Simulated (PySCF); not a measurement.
System: C₂H₉PSi₂ (charge +1, doublet).

```xyz
14

C    -2.2814   -1.1960   -0.0540
C    -1.1437   -0.9080    0.5748
Si   -0.6254    0.8128    1.0852
Si    1.2534    1.2026   -0.6943
P     2.5544   -0.5102   -0.1104
H    -2.9888   -0.4367   -0.3456
H    -2.5596   -2.2108   -0.2916
H    -0.4795   -1.7227    0.8463
H    -1.5559    1.8975    0.8038
H     0.1150    0.9081    2.3368
H     1.7665    2.4995   -0.2615
H     0.5164    1.3764   -1.9490
H     3.5247   -0.2537   -1.0778
H     1.9031   -1.4592   -0.8999
```

Geometry: GFN2-xTB.

Method: UKS B3LYP, pcH-1 on C H P Si, non-relativistic, mean-field spin-orbit, GIAO in PySCF.

### What will maps of the electron density, electron localisation function and spin density show?

C–C (1.33 Å): ρ at the midpoint is about 2.3 e/Å³; the ELF peaks at about 0.95 between the atoms (a multiple bond).
C–Si (1.87 Å): ρ at the midpoint is about 0.95 e/Å³; the ELF peaks at about 0.95 between the atoms: localised, covalent bonding.
C–H (1.08 Å): ρ at the midpoint is about 2.1 e/Å³; the ELF climbs to about 1 towards the hydrogen, as it does in any bond to H: a covalent bond by its length.
Si–H (1.46 Å): ρ at the midpoint is about 0.85 e/Å³; the ELF climbs to about 1 towards the hydrogen.
The unpaired spin (1 electron) lies mostly on Si4 (about 0.3), Si3 (about 0.3) and C1 (about 0.2), in electrons by Hirshfeld's partition.

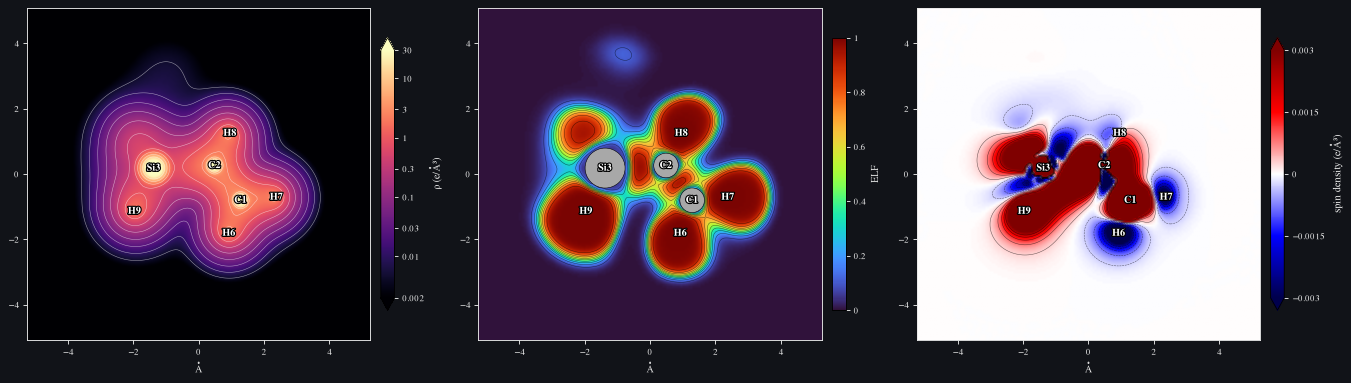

Computed electron density, electron localisation function and spin density on the plane of atoms C1, C2 and H8, in this order. Grey discs cover the atomic cores in the ELF map. 
